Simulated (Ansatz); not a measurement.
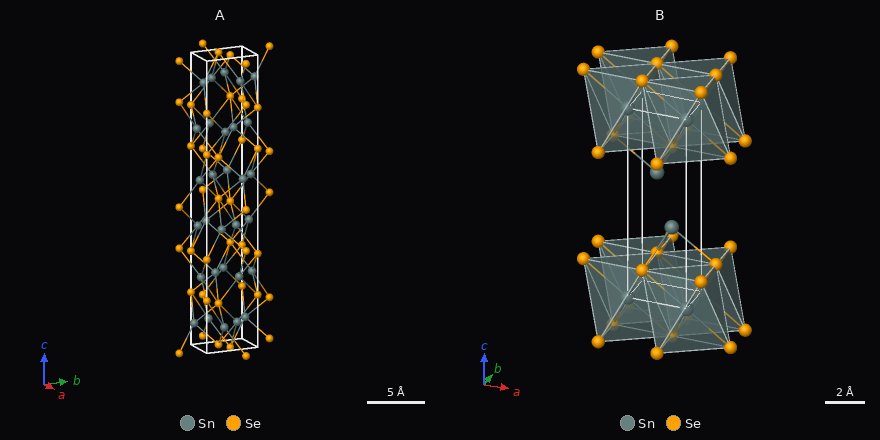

Two structures of Sn$_{3}$Se$_{2}$, each relaxed to rest (conventional cells in solid outline, small ones repeated, not to one scale). Method: DFT PBE, scalar-relativistic, plane waves, PAW in Ansatz 0.2.0, without spin polarisation.

> What structure does each panel show?

A: 30 atoms a cell on a rhombohedral (trigonal R) lattice, R-3c. B: 5 atoms a cell on a primitive hexagonal lattice, P-3m1.

> Which has the lower energy, and by how much?

B is lower, by 88 meV/atom at this level of theory (energies at zero smearing). Volumes: A 28.6, B 27.7 Å³/atom.

One or both may be structure types tried for this composition rather than known phases.
